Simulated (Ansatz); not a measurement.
# C2H4ClNOSi: small, medium and large basis sets

How large a basis does C2H4ClNOSi need? Two functionals are run in growing sets.

The runs use Ansatz 0.2.0, Gaussian basis; one geometry, several basis sets.

The runs, in order: PBE0-D4/def2-SVP; ωB97M-V/def2-SVP; PBE0-D4/def2-QZVPP; ωB97M-V/def2-QZVPP; the functionals' def2-TZVPP values are taken from earlier runs.

## 1. Structure used throughout

All runs share one geometry, relaxed beforehand with PBE0-D4 in a triple-zeta def2 set.

SMILES `N=C1OC1([SiH3])Cl`, 10 atoms, charge 0, spin multiplicity 1.

Atoms are counted from 1 here; the program's logs count them from 0.

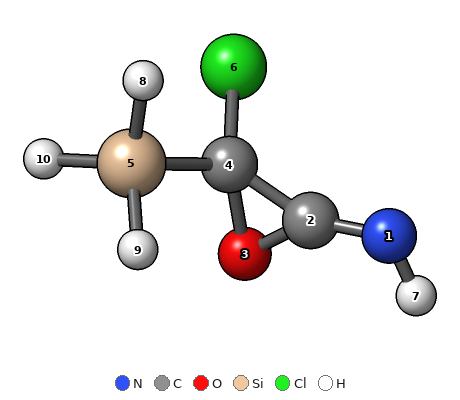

The geometry (nitrogen blue, carbon grey, oxygen red, silicon light orange, chlorine green, hydrogen white); atoms are numbered from 1 in the order of the file.

## 2. PBE0-D4 in def2-SVP

The input, in.yaml:

```yaml
crystal:
  periodic: [false, false, false]
  atoms:
    - {symbol: N, position_ang: [-2.026055, -1.318422, 0.208872]}
    - {symbol: C, position_ang: [-1.048473, -0.629772, 0.538643]}
    - {symbol: O, position_ang: [-0.086859, -0.497033, 1.467826]}
    - {symbol: C, position_ang: [-0.160493, 0.475539, 0.338746]}
    - {symbol: Si, position_ang: [1.316944, 0.480175, -0.842916]}
    - {symbol: Cl, position_ang: [-0.718399, 2.068869, 0.794122]}
    - {symbol: H, position_ang: [-2.197021, -2.078798, 0.865053]}
    - {symbol: H, position_ang: [0.911268, 1.203582, -2.069285]}
    - {symbol: H, position_ang: [1.658751, -0.931260, -1.136034]}
    - {symbol: H, position_ang: [2.433437, 1.175920, -0.162127]}
basis:
  gaussian: {orbitals: def2-SVP}
hamiltonian: {xc: pbe0, dispersion: d4}
output: {orbitals: {seedname: orbitals}}
```

Run with:

```console
$ ansatz run in.yaml --threads 4 --pin off --events-out ev --progress --plain --max-ram 10444MiB
```

The log of the run:

```text
Functional definition: PBE0
  name "PBE0"
  cite "Adamo & Barone, J. Chem. Phys. 110, 6158 (1999) doi:10.1063/1.478522"
  cite "Perdew, Burke & Ernzerhof, Phys. Rev. Lett. 77, 3865 (1996) doi:10.1103/PhysRevLett.77.3865"
  parent pbe
  parameter a = 0.25
  parameter kappa = 0.804
  parameter beta = 0.06672455060314922
  exchange = (1 - a)*pbe_x(kappa = kappa, mu = beta*pi^2/3) + a*exact_x
  correlation = pbe_c(beta = beta)
1092 factors; integrals over basis functions are off by at most 1.1e-3 eV
mean field evaluation 1: about -26045.4700 eV, gradient 4.5e1 eV
mean field evaluation 2: about -26041.7681 eV, gradient 6.0e1 eV
mean field evaluation 4: about -26049.5635 eV, gradient 4.2e0 eV
mean field evaluation 8: about -26049.8356 eV, gradient 1.1e0 eV
mean field evaluation 16: about -26049.8381 eV, gradient 2.2e-4 eV
mean field -26049.83810046 eV, -957.3138929775 hartree, gradient 2.3e-5 eV, S^2 0.000000; 0 other end points of the search recorded, 0 dependent functions left out
reference -26049.83812561 eV, -957.3138939016 hartree; 31, 31 occupied and 81, 81 virtual orbitals, 1092 factors
Total energy: -26050.06625354 eV, -957.3222774485 hartree
```

Run time: 0.75 s. Hardware: 4 threads of Intel Xeon 6975P-C, shared host.

## 3. ωB97M-V in def2-SVP

Edit in.yaml of step 2 so:

```diff
@@ -15,3 +15,3 @@
   gaussian: {orbitals: def2-SVP}
-hamiltonian: {xc: pbe0, dispersion: d4}
+hamiltonian: {xc: {name: wB97M-V}}
 output: {orbitals: {seedname: orbitals}}
```

Launched as before.

The log of the run, shortened:

```text
Functional definition: wB97M-V
  name "wB97M-V"
  cite "Mardirossian & Head-Gordon, J. Chem. Phys. 144, 214110 (2016) doi:10.1063/1.4952647"
  cite "Becke, J. Chem. Phys. 107, 8554 (1997) doi:10.1063/1.475007"
  cite "Vydrov & Van Voorhis, J. Chem. Phys. 133, 244103 (2010) doi:10.1063/1.3521275"
  # Of w^i u^j: cxij and so on, Table III.
[...]
  gx(w, u) = 1 - cx + cx01*u + cx10*w
  gss(w, u) = css00 + css04*u^4 + css10*w + css20*w^2 + css43*w^4*u^3
  gos(w, u) = cos00 + cos10*w + (cos20 + cos21*u)*w^2 + (cos60 + cos61*u)*w^6
[...]
      + integral(e_c_pw_mod_opposite_spin*gos(b97_w_opposite, b97_u_opposite)) + vv10(b, c)
1092 factors; integrals over basis functions are off by at most 1.1e-3 eV
296 factors; integrals over basis functions are off by at most 8.0e-6 eV
[...]
mean field -26060.47208811 eV, -957.7046848154 hartree, gradient 5.4e-5 eV, S^2 0.000000; 0 other end points of the search recorded, 0 dependent functions left out
reference -26060.47212735 eV, -957.7046862577 hartree; 31, 31 occupied and 81, 81 virtual orbitals, 1092 factors
Total energy: -26060.47212735 eV, -957.7046862577 hartree
```

Run time: 2.4 s. Hardware: 4 threads of Intel Xeon 6975P-C, shared host.

## 4. PBE0-D4 in def2-QZVPP

Edit in.yaml of step 3 so:

```diff
@@ -14,4 +14,4 @@
 basis:
-  gaussian: {orbitals: def2-SVP}
-hamiltonian: {xc: {name: wB97M-V}}
+  gaussian: {orbitals: "def2-QZVPP.json"}
+hamiltonian: {xc: pbe0, dispersion: d4}
 output: {orbitals: {seedname: orbitals}}
```

Same command.

The log of the run:

```text
Functional definition: PBE0
  name "PBE0"
  cite "Adamo & Barone, J. Chem. Phys. 110, 6158 (1999) doi:10.1063/1.478522"
  cite "Perdew, Burke & Ernzerhof, Phys. Rev. Lett. 77, 3865 (1996) doi:10.1103/PhysRevLett.77.3865"
  parent pbe
  parameter a = 0.25
  parameter kappa = 0.804
  parameter beta = 0.06672455060314922
  exchange = (1 - a)*pbe_x(kappa = kappa, mu = beta*pi^2/3) + a*exact_x
  correlation = pbe_c(beta = beta)
1686 factors; their error is unknown
mean field evaluation 1: about -26058.2577 eV, gradient 5.5e1 eV
mean field evaluation 2: about -26053.3284 eV, gradient 7.1e1 eV
mean field evaluation 4: about -26064.2663 eV, gradient 6.4e0 eV
mean field evaluation 8: about -26064.3517 eV, gradient 1.9e-1 eV
mean field evaluation 16: about -26064.3739 eV, gradient 3.5e-4 eV
mean field -26064.37387749 eV, -957.8480729305 hartree, gradient 7.6e-5 eV, S^2 0.000000; 0 other end points of the search recorded, 0 dependent functions left out
reference -26064.37391717 eV, -957.8480743889 hartree; 31, 31 occupied and 457, 457 virtual orbitals, 1686 factors
Total energy: -26064.60204510 eV, -957.8564579357 hartree
```

Wall time 6 s (4 threads of Intel Xeon 6975P-C, shared host); peak memory 2 GiB.

## 5. ωB97M-V in def2-QZVPP

Edit in.yaml of step 4 so:

```diff
@@ -15,3 +15,3 @@
   gaussian: {orbitals: "def2-QZVPP.json"}
-hamiltonian: {xc: pbe0, dispersion: d4}
+hamiltonian: {xc: {name: wB97M-V}}
 output: {orbitals: {seedname: orbitals}}
```

Same command.

The log of the run, shortened:

```text
Functional definition: wB97M-V
  name "wB97M-V"
  cite "Mardirossian & Head-Gordon, J. Chem. Phys. 144, 214110 (2016) doi:10.1063/1.4952647"
  cite "Becke, J. Chem. Phys. 107, 8554 (1997) doi:10.1063/1.475007"
  cite "Vydrov & Van Voorhis, J. Chem. Phys. 133, 244103 (2010) doi:10.1063/1.3521275"
  # Of w^i u^j: cxij and so on, Table III.
[...]
  gx(w, u) = 1 - cx + cx01*u + cx10*w
  gss(w, u) = css00 + css04*u^4 + css10*w + css20*w^2 + css43*w^4*u^3
  gos(w, u) = cos00 + cos10*w + (cos20 + cos21*u)*w^2 + (cos60 + cos61*u)*w^6
[...]
      + integral(e_c_pw_mod_opposite_spin*gos(b97_w_opposite, b97_u_opposite)) + vv10(b, c)
1650 factors; their error is unknown
366 factors; integrals over basis functions are off by at most 1.9e-5 eV
[...]
mean field -26075.11125498 eV, -958.2426642754 hartree, gradient 2.6e-5 eV, S^2 0.000000; 0 other end points of the search recorded, 0 dependent functions left out
reference -26075.11131917 eV, -958.2426666341 hartree; 31, 31 occupied and 457, 457 virtual orbitals, 1650 factors
Total energy: -26075.11131917 eV, -958.2426666341 hartree
```

It took 11 s on 4 threads of Intel Xeon 6975P-C, shared host; peak memory 2.4 GiB.

## 6. Functionals by basis

The def2-TZVPP values come from earlier runs at the same geometry.

| functional | basis | functions | energy (eV) | from the largest (eV) | HOMO (eV) | LUMO (eV) |
| --- | --- | --- | --- | --- | --- | --- |
| PBE0-D4 | def2-SVP | 112 | -26050.0663 | 14.536 | -8.00 | -0.28 |
| PBE0-D4 | def2-TZVPP | 264 | -26063.6692 | 0.933 | -8.17 | -0.60 |
| PBE0-D4 | def2-QZVPP | 488 | -26064.6020 | 0.000 | -8.21 | -0.71 |
| ωB97M-V | def2-SVP | 112 | -26060.4721 | 14.639 | -10.24 | 2.01 |
| ωB97M-V | def2-TZVPP | 264 | -26074.2400 | 0.871 | -10.46 | 1.59 |
| ωB97M-V | def2-QZVPP | 488 | -26075.1113 | 0.000 | -10.50 | 1.30 |

## 7. Results

| quantity | value |
| --- | --- |
| PBE0-D4: double and triple zeta above quadruple | 14.54, 0.93 eV |
| ωB97M-V: double and triple zeta above quadruple | 14.64, 0.87 eV |

**Reading.** PBE0-D4 gains 13.60 eV from double to triple zeta, then 0.93 eV more. Total energies overstate the basis error of differences, where much of it tends to cancel. The LUMO of ωB97M-V is positive and keeps falling with the basis (2.01 to 1.30 eV): an unbound level that the basis holds in place.

For PBE0-D4 the largest set took about 8 times as long as the smallest (6 s against 0.75 s).
